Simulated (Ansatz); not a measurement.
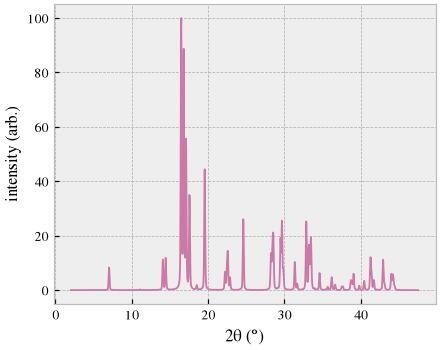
Simulated powder pattern, Mo Kα, λ = 0.71073 Å

The pattern belongs to a structure relaxed with plane-wave PAW PBE (Ansatz code).

Question: Which compound is it?
(A) ZrAg, Cmcm (Zr on 4c, Ag on 4c)
(B) MoP, Cmcm (P on 4c, Mo on 4c)
(C) AgCl, rock salt
(D) Si2Mo, Cmcm (Si on 4c, Si on 4c, Mo on 4c)

Answer: A, ZrAg, Cmcm (Zr on 4c, Ag on 4c)

The start of the workflow was typed in or built on a structure type; neither database checked (COD, Materials Project) lists it. COD files the formula under space group No. 129. Its standing as an ambient phase is unchecked. The PBE relaxation kept the symmetry of its start; whether a distortion lowers the energy is not shown. No spin polarisation was allowed.

Potentials: the later of the program's two PAW sets.
